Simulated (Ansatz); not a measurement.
# UPBE-QIDH/def2-TZVP run of GaNH3 (SMILES [NH2][GaH])

What is the electronic atomisation energy of GaNH3 at UPBE-QIDH/def2-TZVP? 

The results are computed with Ansatz 0.2.0.

55 further runs of the same task are left out: 55 set aside as unsound or not needed.

## 1. The structure to begin with

The species is GaNH3 (5 atoms), meant as a doublet with charge 0. SMILES: `[NH2][GaH]`. Geometry: relaxed at PBE0-D4/def2-TZVP. This is one conformer, not always the lowest.

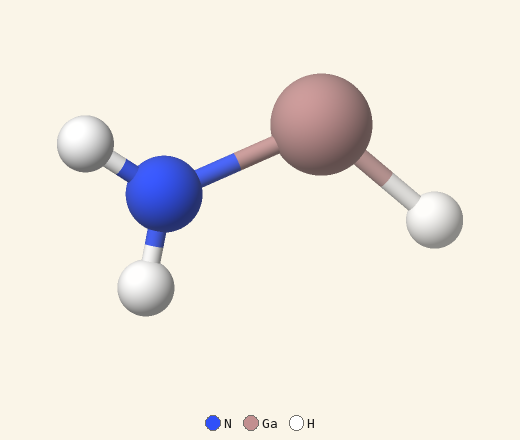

Viewed from a chosen angle; nitrogen blue, gallium pink, hydrogen white.

## 2. A single-point energy at UPBE-QIDH/def2-TZVP

Input file job.yaml:

```yaml
crystal:
  periodic: [false, false, false]
  atoms:
    - {symbol: N, position_ang: [-0.211900, -0.684000, 0.064700]}
    - {symbol: Ga, position_ang: [0.815500, 0.782900, 0.417000]}
    - {symbol: H, position_ang: [-0.946800, -0.701300, -0.625100]}
    - {symbol: H, position_ang: [-0.115200, -1.569300, 0.532000]}
    - {symbol: H, position_ang: [0.508200, 2.097900, -0.430100]}
basis:
  gaussian:
    orbitals: def2-TZVP
magnetization:
  spin_polarized: true
  initial_magnetization: 1
hamiltonian:
  xc: {name: PBE-QIDH}
correlation:
  frozen_orbitals: {Ga: 9, H: 0, "N": 1}
accuracy: high
output:
  orbitals: {seedname: orbitals}
```

Run with:

```sh
ansatz run job.yaml --threads 1 --pin off --max-ram 3480MiB --events-out events.jsonl --progress --plain --runs-dir runs
```

What it wrote:

```text
Warning: RAYON_NUM_THREADS=1 ignored (pool sized by the plan → 1); use --threads N
Functional definition: PBE-QIDH
  name "PBE-QIDH"
  parameter a = 3^(-1/3)
  parameter c = 1/3
  exchange = (1 - a)*pbe_x + a*exact_x
  correlation = (1 - c)*pbe_c + c*(mp2_os + mp2_ss)
1600 factors; integrals over basis functions are off by at most 4.6e-9 eV
mean field evaluation 1: about -53889.6541 eV, gradient 3.3e1 eV
mean field evaluation 2: about -53889.6894 eV, gradient 3.3e1 eV
mean field evaluation 4: about -53894.1608 eV, gradient 2.4e0 eV
mean field evaluation 8: about -53894.2239 eV, gradient 4.4e-1 eV
mean field evaluation 16: about -53894.2270 eV, gradient 9.5e-4 eV
mean field -53894.22699185 eV, -1980.5763111314 hartree, gradient 4.3e-8 eV, S^2 0.755317; 0 other end points of the search recorded, 0 dependent functions left out
10 core orbitals not correlated: weight in the atoms' cores, before any rotation towards them, 1.000 or more for the frozen orbitals, at most 0.000 for the correlated occupied ones
reference -53894.22699283 eV, -1980.5763111675 hartree; 11, 10 occupied and 76, 77 virtual orbitals, 1600 factors
second order -12.94166268 eV of doubles, -0.00000000 eV of singles
Total energy: -53898.54088039 eV, -1980.7348436113 hartree
```

Run time: 13 s. Hardware: 1 thread of Arm Neoverse V1, shared host; peak memory 0.35 GiB.

## 3. The Ga atom at the same level

Input file input.yaml:

```yaml
basis:
  gaussian:
    orbitals: def2-TZVP
crystal:
  periodic: [false, false, false]
  atoms:
    - {symbol: Ga, position_ang: [0.000000, 0.000000, 0.000000]}
magnetization:
  spin_polarized: true
  initial_magnetization: 1
hamiltonian:
  xc: {name: PBE-QIDH}
correlation:
  frozen_orbitals: {Ga: 9}
accuracy: high
```

Run the same way, it converges to -1924.20690 Eh (log not shown).

## 4. The H atom at the same level

Input file run.yaml:

```yaml
crystal:
  periodic: [false, false, false]
  atoms:
    - {symbol: H, position_ang: [0.000000, 0.000000, 0.000000]}
basis:
  gaussian: {orbitals: def2-TZVP}
magnetization: {spin_polarized: true, initial_magnetization: 1}
hamiltonian: {xc: {name: PBE-QIDH}}
correlation: {frozen_orbitals: {H: 0}}
accuracy: high
```

Run the same way, it converges to -0.50179 Eh (log not shown).

## 5. The N atom, same level

Input file job.yaml:

```yaml
crystal:
  periodic: [false, false, false]
  atoms:
    - {symbol: "N", position_ang: [0.000000, 0.000000, 0.000000]}
basis:
  gaussian:
    orbitals: def2-TZVP
magnetization:
  spin_polarized: true
  initial_magnetization: 3
hamiltonian:
  xc: {name: PBE-QIDH}
correlation:
  frozen_orbitals: {"N": 1}
accuracy: high
```

Run the same way, it converges to -54.54130 Eh (log not shown).

## 6. Outcome

Level: UPBE-QIDH/def2-TZVP, 10 core orbitals frozen.

| quantity | value |
| --- | --- |
| molecule: total energy | -1980.73484 Eh |
| molecule: HOMO energy (SCF part's orbitals) (highest over α and β) | -7.31 eV |
| molecule: LUMO energy (SCF part's orbitals) (lowest over α and β) | -0.37 eV |
| molecule: ⟨S²⟩ | 0.755 |
| Ga atom: total energy | -1924.20690 Eh |
| Ga atom: ⟨S²⟩ | 0.758 |
| H atom: total energy | -0.50179 Eh |
| H atom: ⟨S²⟩ | 0.750 |
| N atom: total energy | -54.54130 Eh |
| N atom: ⟨S²⟩ | 3.755 |
| electronic atomisation energy | 13.096 eV |

What this shows: Taking the molecule apart into free atoms costs 13.10 eV (1264 kJ/mol), before zero-point energy and without spin-orbit coupling.
